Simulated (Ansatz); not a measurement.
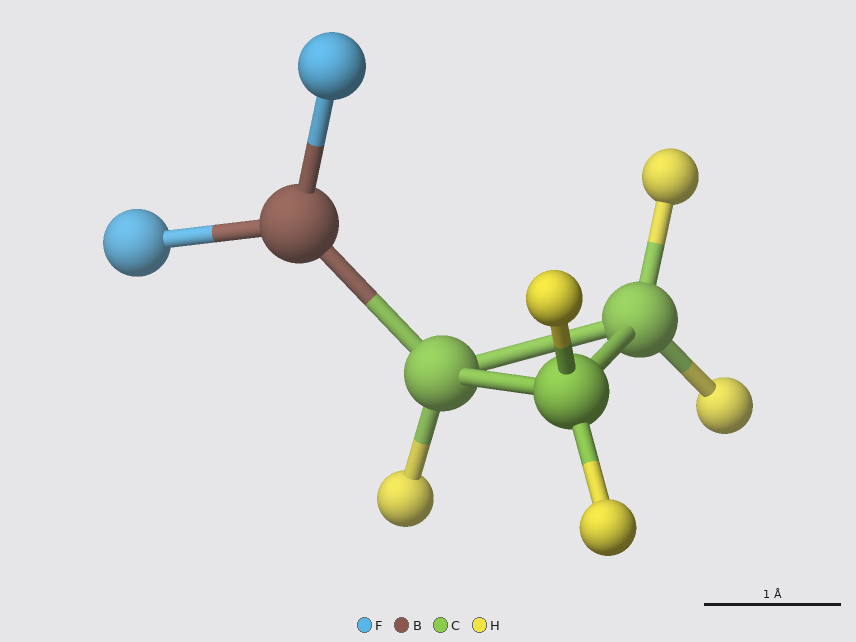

The picture shows a molecular structure as a ball-and-stick model. Every bond is drawn as one stick, whatever its order.

The geometry was computed by an optimisation with PBE0-D4/def2-TZVP.

What does the picture show?

The molecule is C₃H₅BF₂. As SMILES it reads `FB(F)C1CC1`. Independent rings (smallest set): 1 of 3 members. This geometry has Cs symmetry. Coordination, clear cases only: 1 B trigonal planar.

More results for the same structure follow; atom numbers are the same in all pictures, views and colours differ.

### Shape

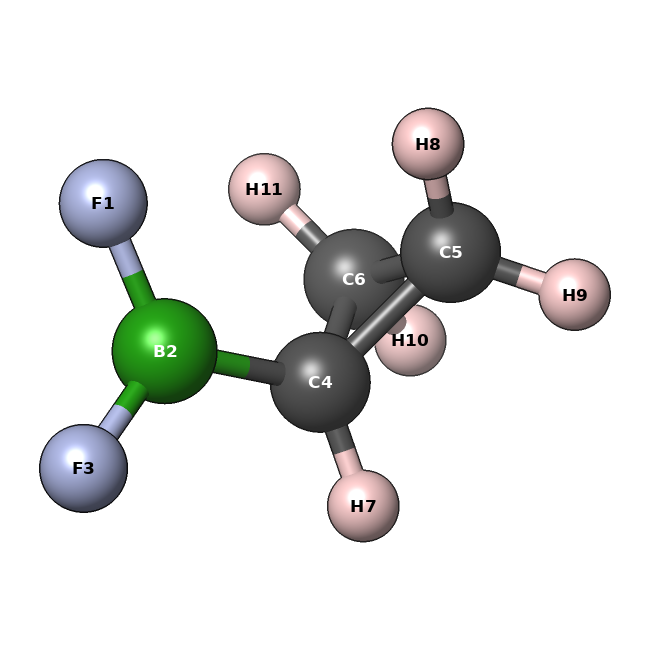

Numbered structure.

Give the bond lengths.

| bond | length (Å) | order |
| --- | --- | --- |
| F1–B2 | 1.327 | single |
| B2–F3 | 1.323 | single |
| B2–C4 | 1.531 | single |
| C4–C5 | 1.520 | single |
| C4–C6 | 1.520 | single |
| C4–H7 | 1.084 | single |
| C5–C6 | 1.476 | single |
| C5–H8 | 1.083 | single |
| C5–H9 | 1.082 | single |
| C6–H10 | 1.082 | single |
| C6–H11 | 1.083 | single |

### Electronic properties

Properties computed with RKS B3LYP-D4/def2-TZVPP (Ansatz 0.2.0).

Estimate the dispersion correction.

Answer. −30.4 kJ/mol.

Give the dipole moment at this level.

Answer. 2.10 D.

What is the HOMO energy (Kohn–Sham orbital)?

Answer. −8.65 eV.

What is the HOMO–LUMO gap?

Answer. 8.69 eV.

### Thermal motion

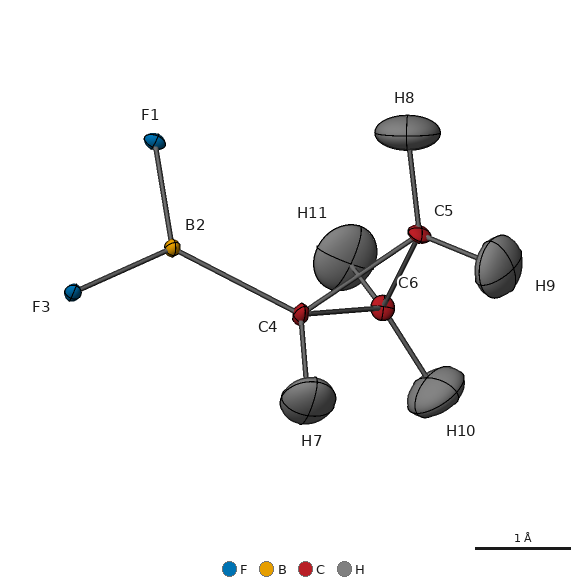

Displacement ellipsoids at the 50 % level, enlarged 1.5 times, from the internal vibrations of the free molecule (harmonic, no overall translation or rotation; no half-axis is drawn under 0.075 Å). Vibrations computed with RKS PBE0-D4/def2-TZVP (Ansatz 0.2.0). Temperature: 0 K (zero-point motion alone).

Which atom has the largest mean-square displacement?

Answer. H8, H11, with U_eq = 0.0182 Å².

Does H11 move more along its bond or across it?

Answer. Across it: the root-mean-square amplitude is 0.083 Å along the bond and up to 0.161 Å across, since bending and torsion are softer than stretching.

Give the displacement parameters, one line for each set of equivalent atoms.

```csv
atom,U_eq (Å²),rms amplitudes (Å)
F1,0.0019,"0.030, 0.049, 0.051"
B2,0.0017,"0.036, 0.039, 0.048"
F3,0.0019,"0.029, 0.037, 0.058"
C4,0.0025,"0.034, 0.043, 0.068"
"C5, C6",0.0024,"0.029, 0.054, 0.059"
H7,0.0158,"0.081, 0.124, 0.160"
"H8, H11",0.0182,"0.080, 0.149, 0.161"
"H9, H10",0.0165,"0.085, 0.140, 0.151"
```

### Charges

The questions are on Mulliken charges. Properties computed with RKS PBE-D4/def2-TZVPP (Ansatz 0.2.0).

Which atom carries the highest charge (most positive or least negative)?

Answer. B2 (0.45 e).

And the lowest?

Answer. F1 (−0.22 e).

List the Mulliken charges.

```tsv
atom	value (e)
F1	−0.22
B2	0.45
F3	−0.21
C4	−0.19
C5	−0.13
C6	−0.13
H7	0.09
H8	0.09
H9	0.09
H10	0.09
H11	0.09
```

Mulliken values depend strongly on the basis set and can even reverse the polarity of a bond.
